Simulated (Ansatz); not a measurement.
Consider Co$_{2}$SbS$_{2}$.

```yaml
crystal:
  lattice:
    - [3.68334, 0.00000, 0.00000]
    - [0.00000, 3.68334, 0.00000]
    - [0.00000, 0.00000, 12.92073]
  atoms:
    - { symbol: Sb, position: [0.00000, 0.00000, 0.00000] }
    - { symbol: Sb, position: [0.50000, 0.50000, 0.50000] }
    - { symbol: S, position: [0.00000, 0.00000, 0.35370] }
    - { symbol: S, position: [0.50000, 0.50000, 0.85370] }
    - { symbol: S, position: [0.00000, 0.00000, 0.64630] }
    - { symbol: S, position: [0.50000, 0.50000, 0.14630] }
    - { symbol: Co, position: [0.00000, 0.50000, 0.25000] }
    - { symbol: Co, position: [0.50000, 0.00000, 0.75000] }
    - { symbol: Co, position: [0.50000, 0.00000, 0.25000] }
    - { symbol: Co, position: [0.00000, 0.50000, 0.75000] }
```

Space group I4/mmm; built by placing these elements on a known structure type; not relaxed (largest force 1.5 eV/Å); computed pressure about −12 GPa in this cell; computed without spin polarisation.

Level of theory: DFT, PAW plane waves, PBEsol (Ansatz).

Question: What can the converged electron localisation function tell about the bonding?

Answer: Co–S (2.28 Å): the ELF peaks at about 0.80 in the valence shell of S, 0.8 Å from its nucleus, and is about 0.45 at the midpoint.

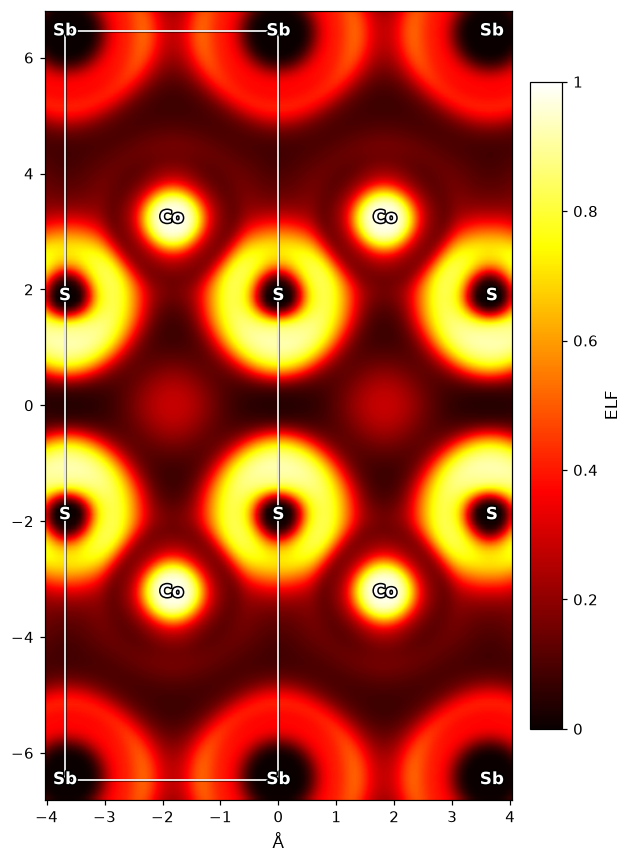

Computed electron localisation function on the (100) plane of the conventional cell. 

Core electrons are frozen (PAW), and the valence fields are smoothed inside the atomic spheres.
